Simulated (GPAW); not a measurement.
## C (Fd-3m): refractive index against wavelength

The refractive index of C (Fd-3m) below the direct gap (5.60 eV on the mesh) is read from one computed spectrum, n = √(Re ε).

The structure is cubic, space group Fd-3m (No. 227). The conventional cell has a = 3.567 Å, b = 3.567 Å, c = 3.567 Å, α = 90.00°, β = 90.00°, γ = 90.00°. Around C on site a lie 4 C at 1.54 Å.

Method: GPAW 26.7.0, PBE, RPA, k-mesh 17×17×17, local fields up to 50 eV, Lorentzian half width 0.15 eV.

Launch of the response step: `OMP_NUM_THREADS=1 python df.py`. The run took 14 s, its band step included, on 1 thread of Intel(R) Xeon(R) Platinum 8488C (Sapphire Rapids), on a shared host.

```tsv
wavelength (nm)	photon energy E (eV)	n
700	1.771	2.4325
633	1.959	2.4392
532	2.331	2.4551
450	2.755	2.4775
405	3.061	2.4970
365	3.397	2.5221
308	4.025	?
```

In the single-oscillator model n² − 1 = E₀E_d/(E₀² − E²), so 1/(n² − 1) = E₀/E_d − E²/(E₀E_d) is linear in E².

Working, on the rows shown:

| x = E² (eV²) | y = 1/(n² − 1) |
| --- | --- |
| 3.13716 | 0.203374 |
| 3.83641 | 0.202033 |
| 5.43137 | 0.198905 |
| 7.59115 | 0.194628 |
| 9.37179 | 0.191022 |
| 11.5384 | 0.186533 |

Means: x̄ = 6.8177, ȳ = 0.19608. Σ(x − x̄)(y − ȳ) = -0.1076, Σ(x − x̄)² = 53.76. Slope = -0.1076 / 53.76 = -0.002002; intercept = ȳ − slope · x̄ = 0.20973. Turned back into n, the line misses the rows shown by at most 0.00057.

**Question.** Fill in the last column of the withheld row.

**Answer.** At x = 16.204 the line gives y = 0.17729, that is 2.5769. The run gave 2.5824, so the extrapolation is off by 0.0055, 4 % of the range in the table.

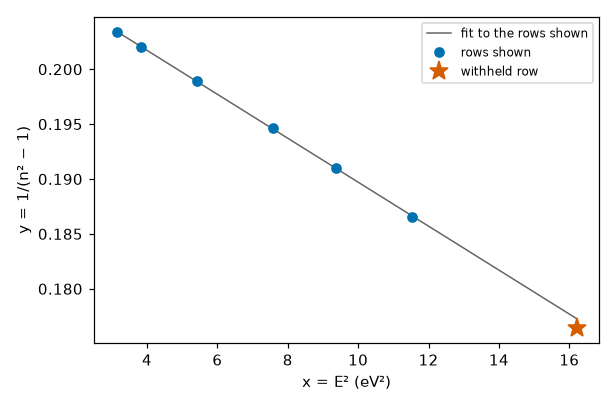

Refitted with all rows, the slope is -0.002057 and the intercept 0.21005. These give E₀ = √(intercept/−slope) = 10.11 eV and E_d = E₀/intercept = 48.1 eV; E₀ is 1.8 times the direct gap. The electronic limit at long wavelengths, without lattice vibrations, is n = √(1 + 1/intercept) = 2.400. Excitons are left out; PBE gaps are as a rule too small. The values come from a sum over the points of one k-mesh and carry its error, which grows as the direct gap shrinks. The local-field cutoff holds few shells of reciprocal vectors for this small cell, so ε∞ can read a few per cent high.

[Logs are printed without paths, hosts, clocks, repeated set-up lines and the standing remarks that a program may print on its own settings, such as how far it seeks lower states.]
